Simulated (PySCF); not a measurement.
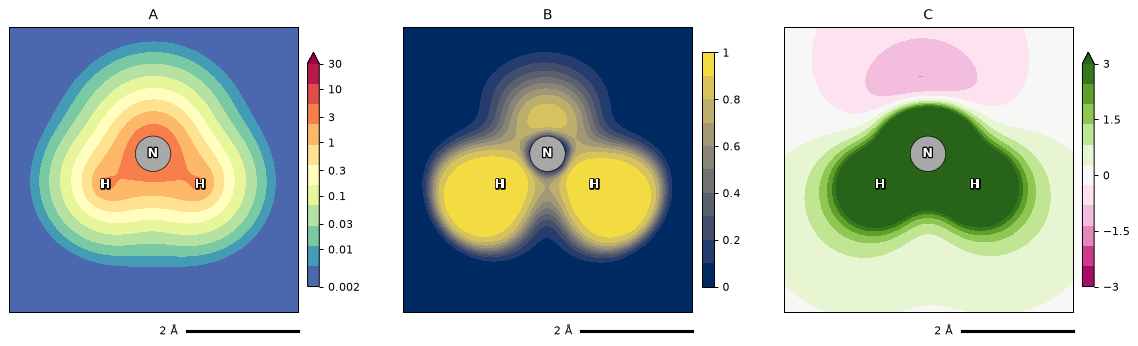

NH3 (ammonia): 3 fields on the plane of atoms H3, N1 and H4, with unlabelled colour scales. Grey discs cover the atomic cores.

Geometry: GFN2-xTB, MD frame at 250 fs, 300 K.

Theory: PySCF, PBE0/pcSseg-1, SCF density, gas phase, non-relativistic.

**Which field does each panel show? The fields are: electron density, electron localisation function and electrostatic potential.**

Panel A: electron density. Panel B: electron localisation function. Panel C: electrostatic potential (strongly positive close to the atoms, with negative regions outside electron-rich atoms). From the grid: N–H (1.02 Å): ρ at the midpoint is about 2.8 e/Å³; the ELF climbs to about 1 towards the hydrogen, as it does in any bond to H; a covalent bond by its length.
